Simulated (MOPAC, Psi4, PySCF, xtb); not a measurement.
Interaction energy of C2H6 ··· BCl3 (SMILES CC and ClB(Cl)Cl), singlet. Monomers: optimised at B3LYP-D3(BJ) (def2-TZVP), held rigid. Orientation: a higher rigid-body minimum at GFN2-xTB. Only R, the distance of the centres of mass, is varied, so the lowest point isn't the relaxed dimer.

Geometry at R = 3.98 Å (first 8 atoms: monomer A):
```
12

C      0.7630     0.0116    -0.0039
C     -0.7630    -0.0116     0.0039
H      1.1445     0.8297    -0.6181
H      1.1632     0.1416     1.0036
H      1.1720    -0.9186    -0.4034
H     -1.1720     0.9187     0.4032
H     -1.1632    -0.1418    -1.0035
H     -1.1445    -0.8296     0.6182
Cl     0.3053    -3.0621     1.8554
B      2.0375    -2.9925     1.6540
Cl     2.7942    -3.8196     0.3164
Cl     3.0133    -2.0986     2.7918
```

- PBE/def2-TZVP, counterpoise-corrected (Psi4)
- PM3, restricted, heats of formation (MOPAC)
- RKS-B3LYP/3-21G = restricted B3LYP/3-21G, no counterpoise correction (PySCF 2.14.0)
- RMP2/3-21G = restricted MP2 (frozen core)/3-21G, no counterpoise correction in PySCF
- GFN1-xTB (xtb)

Interaction energies in kJ/mol (negative: bound); R is the distance of the centres of mass, d the H8···Cl9 distance.

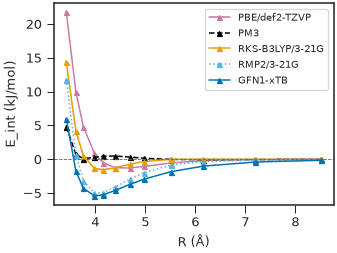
Fig. 1. Interaction energy against separation.

| R / Å | d / Å | PBE/def2-TZVP | PM3 | RKS-B3LYP/3-21G | RMP2/3-21G | GFN1-xTB |
|---|---|---|---|---|---|---|
| 3.42 | 2.38 | 21.71 | 4.80 | 14.37 | 11.79 | 5.96 |
| 3.61 | 2.57 | 9.98 | 0.74 | 4.18 | 0.69 | -1.73 |
| 3.76 | 2.72 | 4.83 | 0.11 | 0.56 | -3.16 | -4.29 |
| 3.98 | 2.94 | 0.90 | 0.28 | -1.33 | -4.98 | -5.38 |
| 4.15 | 3.11 | -0.48 | 0.46 | -1.55 | -4.93 | -5.26 |
| 4.40 | 3.36 | -1.24 | 0.49 | -1.24 | -4.09 | -4.59 |
| 4.69 | 3.65 | -1.29 | 0.33 | -0.73 | -2.93 | -3.70 |
| 4.97 | 3.93 | -1.05 | 0.16 | -0.34 | -1.98 | -2.94 |
| 5.51 | 4.47 | -0.55 | -0.01 | 0.00 | -0.85 | -1.83 |
| 6.16 | 5.12 | -0.19 | -0.05 | 0.01 | -0.34 | -1.01 |
| 7.20 | 6.16 | -0.02 | -0.03 | -0.01 | -0.12 | -0.40 |
| 8.51 | 7.46 | 0.00 | -0.01 | 0.00 | -0.04 | -0.15 |

Lowest grid point: PBE/def2-TZVP -1.29 kJ/mol at R = 4.69 Å; PM3 -0.05 kJ/mol at R = 6.16 Å; RKS-B3LYP/3-21G -1.55 kJ/mol at R = 4.15 Å; RMP2/3-21G -4.98 kJ/mol at R = 3.98 Å; GFN1-xTB -5.38 kJ/mol at R = 3.98 Å.
